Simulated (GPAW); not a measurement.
## ZrSeS (P3m1): G0W0 with GPAW, start to end

How does a plane-wave GW calculation on ZrSeS (P3m1) run from the first input to the gap?

Program: GPAW 26.7.0. Level of theory: LDA and many-body steps on it, plane waves. Results are calculated unless marked as measured.

## 1. The starting structure

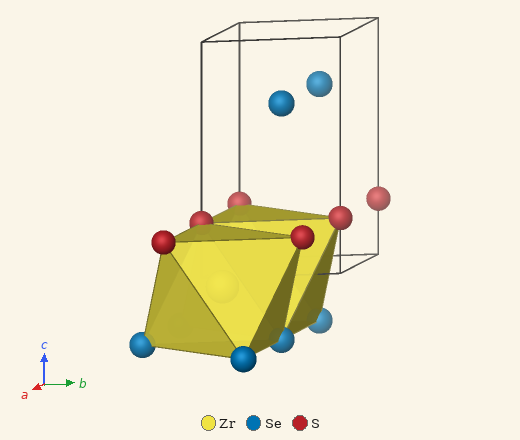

The starting structure, seen slightly off an axis (zirconium yellow, selenium blue, sulfur red). 2×1×1 cells are drawn. Bonds to atoms that aren't drawn are left out. Some periodic images of atoms are drawn too.

Structure file:

```cif
data_structure
_symmetry_space_group_name_H-M 'P 1'
_symmetry_Int_Tables_number 1
_cell_length_a 3.7500
_cell_length_b 3.7500
_cell_length_c 6.2348
_cell_angle_alpha 90.000
_cell_angle_beta 90.000
_cell_angle_gamma 120.000
_cell_volume 75.93
loop_
_atom_site_label
_atom_site_type_symbol
_atom_site_fract_x
_atom_site_fract_y
_atom_site_fract_z
_atom_site_occupancy
Zr1 Zr 0.66667 0.33333 0.01251 1
Se2 Se 0.33333 0.66667 0.75338 1
S3 S 0.00000 0.00000 0.23411 1
```

The cell and positions are those that the Materials Project relaxed with its own functionals (PBE, PBE+U or r2SCAN), kept fixed.

## 2. Ground state

This step: GPAW 26.7.0; DFT, LDA, plane waves, PAW.

The ground-state density comes first.

The input, run.py:

```python
import json
import numpy as np
from gpaw.mpi import world
from ase import Atoms
from gpaw import GPAW, PW, FermiDirac

atoms = Atoms(['Zr', 'Se', 'S'],
    cell=[[3.7500238339, 0.0000000000, 0.0000000000],
      [-1.8750119169, 3.2476159049, 0.0000000000],
      [0.0000000000, 0.0000000000, 6.2348208942]],
    scaled_positions=[[0.6666666667, 0.3333333333, 0.0125095500],
      [0.3333333333, 0.6666666667, 0.7533784300],
      [0.0000000000, 0.0000000000, 0.2341120300]],
    pbc=(True, True, True))
calc = GPAW(mode=PW(450),
    xc='LDA',
    kpts={'size': (6, 6, 4), 'gamma': True},
    occupations=FermiDirac(0.001),
    nbands=-7,
    convergence={'density': 1e-6, 'bands': -3},
    maxiter=100,
    txt='gs.txt')
atoms.calc = calc
res = {'energy': atoms.get_potential_energy()}
kpts = calc.get_ibz_k_points()
res['kpts'] = kpts
res['eigenvalues'] = [calc.get_eigenvalues(kpt=k) for k in range(len(kpts))]
res['n_electrons'] = calc.get_number_of_electrons()
calc.write('gs.gpw')

if world.rank == 0:
    with open('result.json', 'w') as f:
        json.dump(res, f, default=lambda x: x.tolist())
```

Command:

```console
$ mpirun -n 4 gpaw python run.py
```

Numbers of over 12 decimals in the logs are rounded to 6 here.

Output:

```text
__  _  _
 | _ |_)|_||  |
 |__||  | ||/\| - 26.7.0

Input parameters:
  mode=PW(ecut=450.000000),
  convergence={'density': 1e-06, 'bands': -3},
  kpts=MonkhorstPack(size=(6, 6, 4), gamma=True),
  maxiter=100,
  nbands=-7,
  occupations=Occupations(name='fermi-dirac', width=0.001, fixmagmom=False),
  xc=XC(name='LDA')
  [... matrices ...]
Diagonalizing LCAO Hamiltonian
Converting LCAO to pw mode

        Se

       S
            Zr

Atoms  # Å, Bohr magnetons
|   | symbol |         x |        y |        z |    initial magnetic moments |
| 0 |     Zr |  1.875012 | 1.082539 | 0.077995 | ( 0.0000,  0.0000,  0.0000) |
| 1 |     Se | -0.000000 | 2.165077 | 4.697180 | ( 0.0000,  0.0000,  0.0000) |
| 2 |      S |  0.000000 | 0.000000 | 1.459647 | ( 0.0000,  0.0000,  0.0000) |

Unit cell  # Å
| periodic |         x |        y |        z |  lengths |     angles |
|      yes |  3.750024 | 0.000000 | 0.000000 | 3.750024 |  90.000000 |
|      yes | -1.875012 | 3.247616 | 0.000000 | 3.750024 |  90.000000 |
|      yes |  0.000000 | 0.000000 | 6.234821 | 6.234821 | 120.000000 |

Number of symmetries: 6
Symmetry operations  # r_c * U_cc + t_c -> r_c
|   | kind |            matrix            |
| 0 |  σ   |  1, 1, 0,  0,-1, 0,  0, 0, 1 |
| 1 |  E   |  1, 0, 0,  0, 1, 0,  0, 0, 1 |
| 2 |  C3  |  0, 1, 0, -1,-1, 0,  0, 0, 1 |
| 3 |  σ   |  0,-1, 0, -1, 0, 0,  0, 0, 1 |
| 4 |  σ   | -1, 0, 0,  1, 1, 0,  0, 0, 1 |
| 5 |  C3  | -1,-1, 0,  1, 0, 0,  0, 0, 1 |

BZ-sampling:
  Number of BZ points: 144
  Number of IBZ points: 24

  Monkhorst-Pack size: [6, 6, 4]
  Monkhorst-Pack shift: [0.083333, 0.083333, 0.125]

K-points  # in reciprocal-cell coordinates
|     |                                coordinates |     weight |
|   0 | (  0.00000000,   0.00000000,   0.00000000) | 0.00694444 |
|   1 | (  0.00000000,   0.00000000,   0.25000000) | 0.01388889 |
|   2 | (  0.00000000,   0.00000000,   0.50000000) | 0.00694444 |
|   3 | (  0.16666667,   0.00000000,  -0.25000000) | 0.04166667 |
|   4 | (  0.16666667,   0.00000000,   0.00000000) | 0.04166667 |
|   5 | (  0.16666667,   0.00000000,   0.25000000) | 0.04166667 |
|   6 | (  0.16666667,   0.00000000,   0.50000000) | 0.04166667 |
|   7 | (  0.33333333,  -0.16666667,   0.00000000) | 0.04166667 |
|   8 | (  0.33333333,  -0.16666667,   0.25000000) | 0.08333333 |
|   9 | (  0.33333333,  -0.16666667,   0.50000000) | 0.04166667 |
| ... |                                            |            |
|  23 | (  0.50000000,   0.50000000,   0.50000000) | 0.02083333 |

Plane wave coefficients: 1677
Cutoff: 450.000000 eV

Spin-components: 1 (collinear spins)
Bands:           19
Projectors:      16
Spin-degeneracy: 2
Datatype:        complex128

  Storage: CPU
  Wave functions: 12_235_392 bytes (3_058_848 per core)
  Projectors: 18_031_104 bytes (4_507_776 per core)
  [... matrices ...]
Parallelization:
  kpt:    4
  domain: 1
  band:   1

Density:
  Valence electrons: 24.0
  Components: 1
  Grid points: [20 20 32]
  Charge: 0.0  # |e|

Potential:
  Grid points: [20 20 32]

species:
  Zr:
    name:    Zirconium
    Z:       40.0
    valence: 12
    core:    28
    charge:  0.0  # [|e|]
    compensation charges:
      type: gauss
      rc: 0.40  # [Å]
      lmax: 2
    cutoffs:
      filter: 2.39  # [Å]
      core: 1.59  # [Å]
    projectors
    | kind |    occ | energy [eV] | rcut [Å] |
    |   4s |  2.000 |     -54.491 |    1.323 |
    |   5s |  2.000 |      -4.587 |    1.323 |
    |   4p |  6.000 |     -32.510 |    1.334 |
    |   5p |  0.000 |      -1.548 |    1.334 |
    |   4d |  2.000 |      -3.736 |    1.244 |
    |    d |        |      23.475 |    1.244 |

    Using partial waves for Zr as LCAO basis

  Se:
    name:    Selenium
    Z:       34.0
    valence: 6
    core:    28
    charge:  0.0  # [|e|]
    compensation charges:
      type: gauss
      rc: 0.27  # [Å]
      lmax: 2
    cutoffs:
      filter: 1.77  # [Å]
      core: 2.67  # [Å]
    projectors
    | kind |    occ | energy [eV] | rcut [Å] |
    |   4s |  2.000 |     -17.472 |    0.847 |
    |   4p |  4.000 |      -6.656 |    1.005 |
    |    s |        |       9.739 |    0.847 |
    |    p |        |      20.555 |    1.005 |
    |    d |        |       0.000 |    0.847 |

    Using partial waves for Se as LCAO basis

  S:
    name:    Sulfur
    Z:       16.0
    valence: 6
    core:    10
    charge:  0.0  # [|e|]
    compensation charges:
      type: gauss
      rc: 0.24  # [Å]
      lmax: 2
    cutoffs:
      filter: 1.77  # [Å]
      core: 1.66  # [Å]
    projectors
    | kind |    occ | energy [eV] | rcut [Å] |
    |   3s |  2.000 |     -17.278 |    0.974 |
    |   3p |  4.000 |      -7.106 |    0.979 |
    |    s |        |       9.933 |    0.974 |
    |    p |        |      20.105 |    0.979 |
    |    d |        |       0.000 |    0.900 |

    Using partial waves for S as LCAO basis

Reference energy: -174628.320279  # eV

eigensolver:
  PPCG
  Converge bands: -3
  niter=2

density mixing:
  MSR1-Mixer
  Pratt-step length: 0.05
  Maximum mixing coefficient: 0.75
  Old densities: 10
  SVD Regularization: 0.005
  Good broyden scale: 1.0
  Trust region scale: 1.0
  Backstep threshold: 4.0
  History deletion threshold: 6.0
  Fourier metric: weight=20.0, sigma=0.015

occupation numbers:
  Fermi-Dirac:
    width: 0.0010  # eV

poisson solver:
  ecut: 3600.000000  # eV

xc functional:
  name: None

Initialization done in: 0.813 s

convergence criteria:
- Maximum integral of absolute [dens]ity change: 1e-06 electrons / valence electron
- Maximum [total energy] change in last 3 cyles: 0.0005 eV / valence electron
- Maximum integral of absolute [eigenst]ate change: 4e-08 eV^2 / valence electron
maximum number of iterations: 100

SCF iterations
|iter     |     time |      energy | eigst |  dens |
|iter:   1|  |  -21.950137 | +0.65 |       |
|iter:   2|  |  -21.813232 | -1.09 | -1.06 |
|iter:   3|  |  -21.339142 | -0.90 | -1.12 |
|iter:   4|  |  -21.324031 | -1.58 | -1.59 |
|iter:   5|  |  -21.318623 | -2.19 | -1.86 |
|iter:   6|  |  -21.315410c| -3.05 | -2.08 |
|iter:   7|  |  -21.315301c| -4.01 | -3.02 |
|iter:   8|  |  -21.315296c| -5.29 | -3.37 |
|iter:   9|  |  -21.315296c| -6.59 | -3.88 |
|iter:  10|  |  -21.315296c| -7.58c| -4.66 |
|iter:  11|  |  -21.315296c| -7.99c| -5.32 |
|iter:  12|  |  -21.315296c| -8.47c| -5.84 |
|iter:  13|  |  -21.315296c| -8.80c| -6.53c|

Converged in 13 steps
SCF loop duration: 2.488 s (0.191 s/step)
Energy contributions relative to reference atoms: (reference = -174628.320279)
  [... matrices ...]
Energy contributions:
  Kinetic:          15.344061
  Coulomb:         -19.011168
  Zero:              0.268373
  External:          0.000000
  Xc:              -17.916563
  Entropy:          -0.000000
  Spinorbit:         0.000000
  ----------------------------
  Free energy:     -21.315296
  Extrapolated:    -21.315296

dipole moment: (-4.753100, -11.114651, -20.891478)  # |e|*Ang

Fermi level: 5.160
Eigenvalues  # (at kpt = [0.000, 0.000, 0.000])
| band index |      eig [eV] | occ [0-2] |
|          0 |       -44.491 |     2.000 |
|        ... |               |           |
|          4 |        -8.227 |     2.000 |
|          5 |        -6.967 |     2.000 |
|          6 |         0.205 |     2.000 |
|          7 |         1.796 |     2.000 |
|          8 |         1.796 |     2.000 |
|          9 |         4.470 |     2.000 |
|         10 |         4.686 |     2.000 |
|         11 |         4.686 |     2.000 |
|         12 |         5.850 |     0.000 |
|         13 |         5.850 |     0.000 |
|         14 |         6.539 |     0.000 |
|         15 |         9.276 |     0.000 |
|         16 |         9.276 |     0.000 |
|         17 |         9.397 |     0.000 |
|         18 |        10.081 |     0.000 |

Gap: 0.577 eV
Transition (v -> c):
  (s=0, k=0, n=11, [0.00, 0.00, 0.00]) -> (s=0, k=23, n=12, [0.50, 0.50, 0.50])
Direct/indirect transitions are different
Direct gap: 1.164 eV
Transition at: (s=0, k=0, n=11, [0.00, 0.00, 0.00])
# Writing to gs.gpw (mode='')
  [... matrices ...]
```

The job ended after 4.9 s (4 MPI ranks of Arm Neoverse V2, shared host; peak memory 0.67 GiB; 19 s of CPU time).

Numbers from this step:

```yaml
total_energy: -21.32 eV
gap: 0.5767 eV
k_of_the_valence_top: 0, 0, 0
k_of_the_conduction_bottom: 0.5, 0.5, 0.5
least_direct_gap: 1.164 eV
```

The gap is indirect, with the least direct gap 0.59 eV higher.

## 3. Empty states on the mesh, 3×3×2 mesh, 358 bands

The sums over transitions need many empty states on a uniform mesh; this step solves for them.

The input, run.py:

```python
import json
import numpy as np
from gpaw.mpi import world
from gpaw import GPAW

calc = GPAW('gs.gpw').fixed_density(kpts={'size': (3, 3, 2), 'gamma': True},
    parallel={'domain': 1, 'band': 1},
    txt='nscf.txt')
calc.diagonalize_full_hamiltonian(nbands=358)
calc.write('full.gpw', mode='all')
res = {}
kpts = calc.get_ibz_k_points()
res['kpts'] = kpts
res['eigenvalues'] = [calc.get_eigenvalues(kpt=k) for k in range(len(kpts))]
res['n_electrons'] = calc.get_number_of_electrons()

if world.rank == 0:
    with open('result.json', 'w') as f:
        json.dump(res, f, default=lambda x: x.tolist())
```

Command:

```console
$ mpirun -n 4 gpaw python run.py
```

Output:

```text
Diagonalizing LCAO Hamiltonian
Converting LCAO to pw mode
convergence criteria:
- Maximum integral of absolute [eigenst]ate change: 4e-08 eV^2 / valence electron
maximum number of iterations: 100

SCF iterations
|iter     |     time |      energy | eigst |  dens |
|iter:   1|  |             | +0.73 |       |
|iter:   2|  |             | -1.04 |       |
|iter:   3|  |             | -1.88 |       |
[...]
|iter:   8|  |             | -6.24 |       |
|iter:   9|  |             | -6.96 |       |
|iter:  10|  |             | -7.79c|       |
SCF steps: 10
  __  _  _
 | _ |_)|_||  |
 |__||  | ||/\| - 26.7.0

Input parameters:
  mode=PW(ecut=450.000000),
  convergence={'density': 1e-06, 'bands': -3},
  gpts=array([20, 20, 32]),
  kpts=MonkhorstPack(size=(3, 3, 2), gamma=True),
  maxiter=100,
  nbands=19,
  occupations=Occupations(name='fermi-dirac', width=0.001, fixmagmom=False),
  parallel={'domain': 1, 'band': 1},
  xc=XC(name='LDA')
Matrix size: 1677x1677
# Writing to full.gpw (mode='all')
  [... matrices ...]

timing:  # [seconds]
  Total: 9.760  # ━━━━━━━━━━━━━━━━━━━━━━━━━━━━━━━━━━━━━━━━━━━━━━━━━━━━━━━━━━━
```

Wall time 13 s (4 MPI ranks); peak memory 1.4 GiB; 52 s of CPU time.

This step gave:

```yaml
gap: 0.7674 eV
k_of_the_valence_top: 0, 0, 0
k_of_the_conduction_bottom: 0.3333, 0, 0.5
least_direct_gap: 1.164 eV
k_points_computed: 6
lowest_point_of_the_top_converged_band_above_the_valence_top: 148.0286 eV
```

On this mesh the gap is 0.767 eV. The earlier step found 0.577 eV, so this mesh misses an edge.

## 4. Screening and self-energy, 3×3×2 mesh, 162 bands, screening to 96 eV

Now the one-shot GW correction: screening in the RPA, then the self-energy of the levels asked for.

This step: G0W0 on LDA, plane waves, PAW.

The input, run.py:

```python
import json
import numpy as np
from gpaw.mpi import world
from gpaw.response.g0w0 import G0W0

gw = G0W0('full.gpw',
    filename='gw',
    kpts=[0, 3],
    bands=(10, 14),
    ecut=96,
    nbands=162,
    integrate_gamma='WS',
    ppa=True)
gw.calculate()
res = {mode: {k: v for k, v in r.items() if k != 'sigma_eskwn'}
       for mode, r in gw.all_results.items()}

if world.rank == 0:
    with open('result.json', 'w') as f:
        json.dump(res, f, default=lambda x: x.tolist())
```

Command:

```console
$ mpirun -n 4 gpaw python run.py
```

Output:

```text
Using integrator: PointIntegrator
FrequencyGridDescriptor(from 0.000+0.000j to 0.000+27.211j eV, 2 points)
Nonperiodic BCs:  [False False False]
Using integrator: PointIntegrator
FrequencyGridDescriptor(from 0.000+0.000j to 0.000+27.211j eV, 2 points)
Nonperiodic BCs:  [False False False]
  ___  _ _ _
 |   || | | |
 | | || | | |
 |__ ||_____|
 |___|

BZ k-points: Symmetries present (total): 6

  [... matrices ...]
18 k-points: 3 x 3 x 2 Monkhorst-Pack grid + [0.000000,0.000000,1/4]
6 k-points in the irreducible part of the Brillouin zone
       k-points in crystal coordinates                weights
   0:     0.00000000    0.00000000    0.00000000          1/18
   1:     0.00000000    0.00000000    0.50000000          1/18
   2:     0.33333333    0.00000000    0.00000000          6/18
   3:     0.33333333    0.00000000    0.50000000          6/18
   4:     0.33333333    0.33333333    0.00000000          2/18
   5:     0.33333333    0.33333333    0.50000000          2/18

Distributing spins, k-points and bands (1 x 2 x 4) over 4 processes
Number of blocks: 1

Quasi particle states:
k-points (IBZ indices): [0, 3]
Band range: (10, 14)
  [... matrices ...]
Computational parameters:
Plane wave cut-off: 96 eV
Number of bands: 162
Coulomb cutoff: None
Broadening: 0.1 eV

fxc modes: GW
Kernel: RPA
Using Godby-Needs plasmon-pole approximation:
  Fitting energy: i*E0, E0 = 1.000 Hartree
Summing all q:

Calculating screened Coulomb potential
No Coulomb truncation
FrequencyGridDescriptor(from 0.000+0.000j to 0.000+27.211j eV, 2 points)
Removing empty qpoint cache files...

Calculating chi0 body with:
    Ground state adapter containing:
    Number of spins: 1
    Number of kpoints: 18
    Number of irreducible kpoints: 6
    Number of completely occupied states: 12
    Number of partially occupied states: 12
    Occupied states memory: 2.34375 M / cpu

    Linear response parametrization:
    q_c: [0.0, 0.0, 0.0]
    Number of frequency points: 2
    Planewave cutoff: 96.0
    Number of bands: 162
    Number of planewaves: 147
    Broadening (eta): 1e-06
    comm.size: 4
    kncomm.size: 4
    blockcomm.size: 1

    Memory estimate of potentially large arrays:
        chi0_wGG: 0.659454 M / cpu
Integrating chi0 body.

Symmetries of q_c:
    Direct symmetries (Uq -> q): 6
    Indirect symmetries (TUq -> q): 6
In total 12 allowed symmetries.

  [... matrices ...]
6 groups of equivalent kpoints. 66.666667% reduction.

Integral kind: response function
Integrating chi0 head and wings.

Symmetries of q_c:
    Direct symmetries (Uq -> q): 6
    Indirect symmetries (TUq -> q): 6
In total 12 allowed symmetries.

  [... matrices ...]
6 groups of equivalent kpoints. 66.666667% reduction.

Integral kind: response function wings

Calculating chi0 body with:
    Ground state adapter containing:
    Number of spins: 1
    Number of kpoints: 18
    Number of irreducible kpoints: 6
    Number of completely occupied states: 12
    Number of partially occupied states: 12
    Occupied states memory: 2.34375 M / cpu

[... the further q-points ...]

Results:
f:      Occupation numbers
eps:     KS-eigenvalues [eV]
vxc:     KS vxc [eV]
exx:     Exact exchange [eV]
sigma:   Self-energies [eV]
dsigma:  Self-energy derivatives
Z:       Renormalization factors
qp:      QP-energies [eV]

k-point 0 (0): (0.000, 0.000, 0.000)                GW
band       f     eps     vxc     exx   sigma  dsigma       Z      qp
                                                                   GW
  10   1.000   4.686 -16.036 -18.076   1.810  -0.286   0.778   4.508
  11   1.000   4.686 -16.036 -18.076   1.810  -0.286   0.778   4.508
  12   0.000   5.850 -16.215 -10.107  -4.695  -0.284   0.779   6.951
  13   0.000   5.850 -16.215 -10.107  -4.695  -0.284   0.779   6.951

k-point 1 (3): (0.333, 0.000, 0.500)                GW
band       f     eps     vxc     exx   sigma  dsigma       Z      qp
                                                                   GW
  10   1.000   3.654 -15.413 -17.555   1.886  -0.289   0.776   3.455
  11   1.000   3.673 -15.051 -17.372   2.026  -0.294   0.773   3.445
  12   0.000   5.454 -14.948  -9.617  -4.226  -0.278   0.783   6.319
  13   0.000   7.241 -17.512 -10.909  -5.067  -0.300   0.769   8.423
```

Run time: 13 s. Hardware: 4 MPI ranks; peak memory 1.4 GiB.

This step gave:

- G0W0 gap on the points computed: 1.811 eV
- least direct G0W0 gap on the computed points: 2.443 eV
- Z at the valence top: 0.7776
- Z at the conduction bottom: 0.7825
- starting gap on the mesh: 0.7674 eV
- k of the valence top: 0, 0, 0
- k of the conduction bottom: 0.3333, 0, 0.5

The gap on the mesh goes from 0.77 eV to 1.81 eV, a correction of +1.04 eV. The start differs from the 0.58 eV found before because the two sample other k points.

Limits: finite bands, cutoff and mesh; no spin-orbit coupling; coarse k mesh. v1 is the top filled band, c1 the lowest empty one. The levels before and after the correction (eV, zero at the valence-band top of each column):

|  | conduction bottom | valence top |
| --- | --- | --- |
| Kohn-Sham | 0.77 | 0.00 |
| G0W0 | 1.81 | 0.00 |

|  | level | energy (eV) |
| --- | --- | --- |
| Kohn-Sham | Γ v2-v1 | 0.000 |
| Kohn-Sham | Γ c1-c2 | 1.164 |
| Kohn-Sham | (0.333 0 0.5) v2 | -1.032 |
| Kohn-Sham | (0.333 0 0.5) v1 | -1.013 |
| Kohn-Sham | (0.333 0 0.5) c1 | 0.767 |
| Kohn-Sham | (0.333 0 0.5) c2 | 2.555 |
| G0W0 | Γ v2-v1 | 0.000 |
| G0W0 | Γ c1-c2 | 2.443 |
| G0W0 | (0.333 0 0.5) v2 | -1.053 |
| G0W0 | (0.333 0 0.5) v1 | -1.063 |
| G0W0 | (0.333 0 0.5) c1 | 1.811 |
| G0W0 | (0.333 0 0.5) c2 | 3.915 |

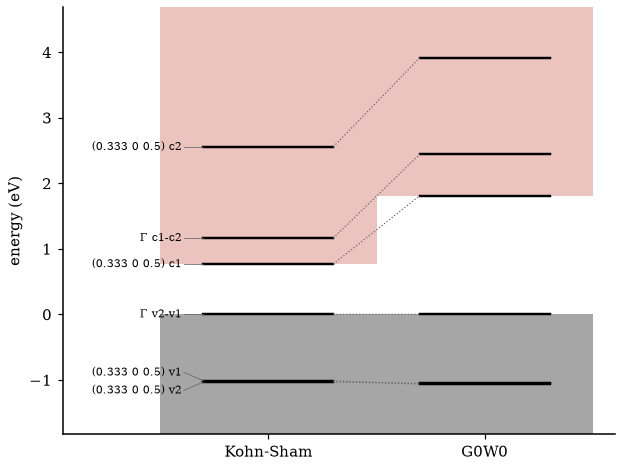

Levels before and after the correction. Shaded: valence and conduction bands.

## 5. Where the time went

Times are wall times on 4 MPI ranks of Arm Neoverse V2, shared host, good to a factor of about two.

| step | time | share | memory (GiB) |
| --- | --- | --- | --- |
| ground state | 4.9 s | 16 % | 0.67 |
| empty states on the mesh | 13 s | 42 % | 1.4 |
| screening and self-energy | 13 s | 42 % | 1.4 |

## 6. Outcome

```
LDA gap                              : 0.58 eV, indirect
G0W0 gap on the mesh                 : 1.81 eV
G0W0 gap over the zone (rigid shift) : 1.62 eV
GW settings                          : 3×3×2 mesh, 162 bands, screening to 96 eV, Godby-Needs plasmon pole
known limits                         : not at the basis limit; no spin-orbit coupling; coarse k mesh
```

**Reading.** G0W0 moves the gap on the mesh from 0.77 eV to 1.81 eV (+1.04 eV), with Z of 0.78 and 0.78 at the edges. The mesh misses the band edges by 0.19 eV in all; a rigid shift gives 1.62 eV for the zone. Only 2 of the mesh's irreducible points were corrected, so a valley elsewhere could overtake. Bands and cutoff are finite, so the gap is not at the basis limit. The miss can reach some tenths of an eV and take either sign; the mesh is an error of its own. These stock PAW sets were not made for GW; the filled d or f shell of Se lies in the frozen core, which bears on start and correction. In the G0W0 run levels were corrected at 2 k points alone, so a gap called «on the mesh» is the least over those, and an edge elsewhere would be missed. A denser mesh or path gives a starting gap of 0.58 eV: the GW mesh misses a band edge, so its gaps are not the fundamental one. The 3×3×2 mesh is coarse for this cell, which bears on the long-range parts of exchange and screening. The many-body steps are scalar-relativistic: spin-orbit coupling is not in them.

[Paths, hosts, dates, memory and timing lines, banners, echoed tables and standing remarks are left out of the program output.]

[Logs are printed without paths, hosts, clocks, repeated set-up lines and the standing remarks that a program may print on its own settings, such as how far it seeks lower states.]

[Runs of the session that timed out or met a known fault of the program may be left out.]

[Hosts, paths, dates, database ids (printed as entryN), source tags and the programs' standing remarks are cut or masked in the printed files.]
